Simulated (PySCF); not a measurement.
**C₂H₇AlBBr: energy and gradient calculation**

C₂H₇AlBBr, computed with PBE0/def2-SVP, RKS (PySCF 2.14.0).

The geometry comes from this level: GFN2-xTB. Figures and captions count atoms from 1; the log counts them from 0 in places.

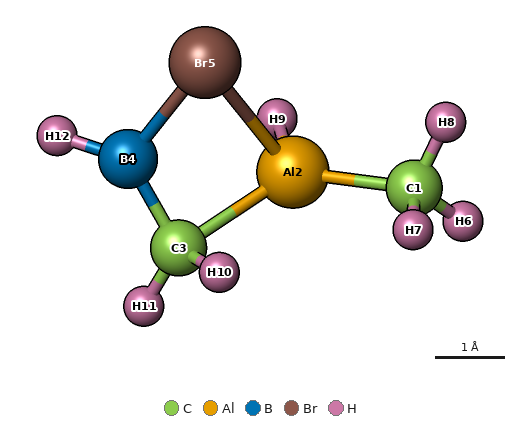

**Figure 1.** The structure as given in the input (ball-and-stick view, seen at a tilt; atoms are numbered from 1 in the order of the input). Sticks mark near contacts.

Summary

```tsv
quantity	value
outcome	converged
total energy	−2920.887334 hartree
basis functions	127
largest force	1.330 eV/Å
HOMO	−7.66 eV
LUMO	−1.26 eV
dipole moment	1.16 D
hardware	1 thread of Arm Neoverse V2, 24 GiB of memory available, shared host
wall time	76 s
peak memory	1.4 GiB
```

Input file (run.py)
```python
import pyscf.grad
from pyscf import gto, dft

mol = gto.Mole()
mol.atom = 'input.xyz'
mol.verbose = 3
mol.spin = 0
mol.basis = 'def2-svp'
mol.max_memory = 1860
mol.build()

mf = dft.RKS(mol, xc='pbe0')
mf.conv_tol = 1e-10
mf.grids.level = 5
mf.kernel()
if not mf.converged:
    mf = mf.newton().run(mf.mo_coeff, mf.mo_occ)

e_tot = mf.e_tot
print('Final energy', e_tot)
grad = mf.Gradients().kernel()
dip = mf.dip_moment()
pop, q = mf.mulliken_pop()
```

File input.xyz
```
12
C2H7AlBBr
C     -2.007040    -0.117210     0.642350
Al    -0.059590     0.224860     0.730980
C      1.267030    -0.841860    -0.497800
B      1.799110     0.469970    -0.991640
Br     0.385790     1.786850    -1.305770
H     -2.361950    -0.595360     1.561560
H     -2.319060    -0.765870    -0.186460
H     -2.590480     0.805870     0.540530
H      0.628000     1.072120     1.823810
H      0.403620    -1.261300    -1.042910
H      1.957680    -1.647240    -0.258490
H      2.896880     0.869190    -1.016160
```

Launch command:
```bash
OMP_NUM_THREADS=1 python run.py
```

What the program printed
```
converged SCF energy = -2920.88733436052
Final energy -2920.8873343605155
--------------- RKS gradients ---------------
         x                y                z
0 C    -0.0059605339     0.0032831556     0.0008414797
1 Al     0.0029521834     0.0077508671     0.0096599440
2 C     0.0095845182    -0.0055462626     0.0073476867
3 B     0.0108326803     0.0227930150    -0.0056690205
4 Br     0.0062646376    -0.0135685257     0.0078686939
5 H     0.0010938432     0.0028300137    -0.0053829728
6 H    -0.0015448971     0.0023659061     0.0029070827
7 H    -0.0010849319    -0.0056113602    -0.0002783497
8 H    -0.0029550426    -0.0057941892    -0.0120014387
9 H     0.0012705377    -0.0019127243     0.0017946789
10 H    -0.0049341086     0.0015537782    -0.0076098523
11 H    -0.0155184221    -0.0081421450     0.0005216408
----------------------------------------------
Dipole moment(X, Y, Z, Debye): -0.37062, -0.91307, -0.61440
 ** Mulliken pop  **
pop of  0 C 1s            1.98543
pop of  0 C 2s            0.87562
pop of  0 C 3s            0.32195
pop of  0 C 2px           0.72373
pop of  0 C 2py           0.68554
pop of  0 C 2pz           0.68397
pop of  0 C 3px           0.46011
pop of  0 C 3py           0.35068
pop of  0 C 3pz           0.33528
pop of  0 C 3dxy          0.00362
pop of  0 C 3dyz          0.00488
pop of  0 C 3dz^2         0.00328
pop of  0 C 3dxz          0.00188
pop of  0 C 3dx2-y2       0.00100
pop of  1 Al 1s           1.99934
pop of  1 Al 2s           1.98328
pop of  1 Al 3s           0.91967
pop of  1 Al 4s           0.08957
pop of  1 Al 2px          1.97602
pop of  1 Al 2py          1.97266
pop of  1 Al 2pz          1.97306
pop of  1 Al 3px          0.37298
pop of  1 Al 3py          0.21763
pop of  1 Al 3pz          0.25896
pop of  1 Al 4px          0.15125
pop of  1 Al 4py          0.14905
pop of  1 Al 4pz          0.15398
pop of  1 Al 3dxy         0.03532
pop of  1 Al 3dyz         0.04484
pop of  1 Al 3dz^2        0.02600
pop of  1 Al 3dxz         0.04997
pop of  1 Al 3dx2-y2      0.03928
pop of  2 C 1s            1.98537
pop of  2 C 2s            0.87838
pop of  2 C 3s            0.30274
pop of  2 C 2px           0.69487
pop of  2 C 2py           0.72602
pop of  2 C 2pz           0.67824
pop of  2 C 3px           0.31707
pop of  2 C 3py           0.27632
pop of  2 C 3pz           0.47568
pop of  2 C 3dxy          0.00527
pop of  2 C 3dyz          0.00276
pop of  2 C 3dz^2         0.00095
pop of  2 C 3dxz          0.00217
pop of  2 C 3dx2-y2       0.00369
pop of  3 B 1s            1.98657
pop of  3 B 2s            0.85207
pop of  3 B 3s            0.11808
pop of  3 B 2px           0.63531
pop of  3 B 2py           0.62676
pop of  3 B 2pz           0.26640
pop of  3 B 3px           0.14984
pop of  3 B 3py           0.11217
pop of  3 B 3pz           0.09530
pop of  3 B 3dxy          0.02779
pop of  3 B 3dyz          0.01065
pop of  3 B 3dz^2         0.00768
pop of  3 B 3dxz          0.01003
pop of  3 B 3dx2-y2       0.01749
pop of  4 Br 1s           1.99992
pop of  4 Br 2s           1.99963
pop of  4 Br 3s           1.99194
pop of  4 Br 4s           1.43863
pop of  4 Br 5s           0.51326
pop of  4 Br 2px          1.99885
pop of  4 Br 2py          1.99888
pop of  4 Br 2pz          1.99890
pop of  4 Br 3px          1.99233
pop of  4 Br 3py          1.99255
pop of  4 Br 3pz          1.99264
pop of  4 Br 4px          0.78598
pop of  4 Br 4py          0.80320
pop of  4 Br 4pz          0.80574
pop of  4 Br 5px          0.86297
pop of  4 Br 5py          0.92884
pop of  4 Br 5pz          1.00299
pop of  4 Br 3dxy         1.63957
pop of  4 Br 3dyz         1.63960
pop of  4 Br 3dz^2        1.63956
pop of  4 Br 3dxz         1.63939
pop of  4 Br 3dx2-y2      1.63943
pop of  4 Br 4dxy         0.34921
pop of  4 Br 4dyz         0.34866
pop of  4 Br 4dz^2        0.34880
pop of  4 Br 4dxz         0.34885
pop of  4 Br 4dx2-y2      0.34888
pop of  4 Br 5dxy         0.02286
pop of  4 Br 5dyz         0.02054
pop of  4 Br 5dz^2        0.01793
pop of  4 Br 5dxz         0.01600
pop of  4 Br 5dx2-y2      0.01988
pop of  5 H 1s            0.72421
pop of  5 H 2s            0.18518
pop of  5 H 2px           0.00777
pop of  5 H 2py           0.00702
pop of  5 H 2pz           0.01167
pop of  6 H 1s            0.72466
pop of  6 H 2s            0.18300
pop of  6 H 2px           0.00713
pop of  6 H 2py           0.00824
pop of  6 H 2pz           0.01039
pop of  7 H 1s            0.72087
pop of  7 H 2s            0.18075
pop of  7 H 2px           0.00885
pop of  7 H 2py           0.01203
pop of  7 H 2pz           0.00537
pop of  8 H 1s            0.72715
pop of  8 H 2s            0.41063
pop of  8 H 2px           0.00154
pop of  8 H 2py           0.00204
pop of  8 H 2pz           0.00281
pop of  9 H 1s            0.71670
pop of  9 H 2s            0.14791
pop of  9 H 2px           0.01130
pop of  9 H 2py           0.00762
pop of  9 H 2pz           0.01034
pop of  10 H 1s           0.72492
pop of  10 H 2s           0.16852
pop of  10 H 2px          0.00916
pop of  10 H 2py          0.01064
pop of  10 H 2pz          0.00644
pop of  11 H 1s           0.74971
pop of  11 H 2s           0.21832
pop of  11 H 2px          0.01152
pop of  11 H 2py          0.00265
pop of  11 H 2pz          0.00101
 ** Mulliken atomic charges  **
charge of    0C =     -0.43698
charge of    1Al =      0.58715
charge of    2C =     -0.34953
charge of    3B =      0.08384
charge of    4Br =     -0.14641
charge of    5H =      0.06415
charge of    6H =      0.06658
charge of    7H =      0.07213
charge of    8H =     -0.14417
charge of    9H =      0.10613
charge of   10H =      0.08032
charge of   11H =      0.01679
```

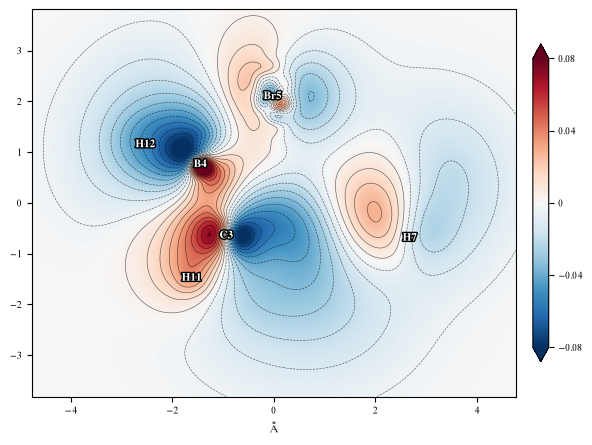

**Figure 2.** One frontier orbital on the plane of atoms C3, B4 and Br5 (values in Å⁻³ᐟ²; the overall sign is arbitrary). The LUMO, at −1.26 eV. By Hirshfeld shares it lies mainly on B4 (40 %), Al2 (20 %), Br5 (15 %) and C3 (10 %).

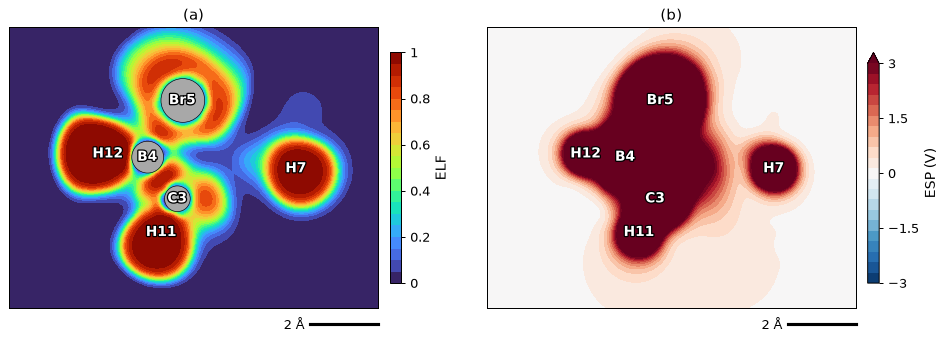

**Figure 3.** (a) ELF; (b) electrostatic potential on the plane of atoms B4, C3 and H11. Grey discs, where drawn, cover atomic cores. The section cuts through C, B, Br and H sites. B–Br (1.96 Å): the ELF peaks at about 0.90 between the atoms (a polar covalent bond). C–H (1.09 Å): the ELF climbs to about 1 towards the hydrogen, as it does in any bond to H; a covalent bond by its length. The potential has no marked negative region in this plane.

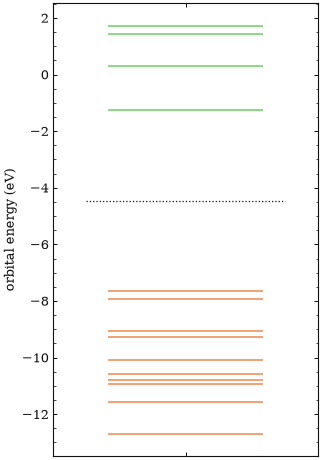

**Figure 4.** Orbital energies near the frontier; the dotted line parts filled from empty levels, and levels within 0.02 eV of each other stand side by side. Highest filled −7.66 eV, lowest empty −1.26 eV, 6.40 eV apart.
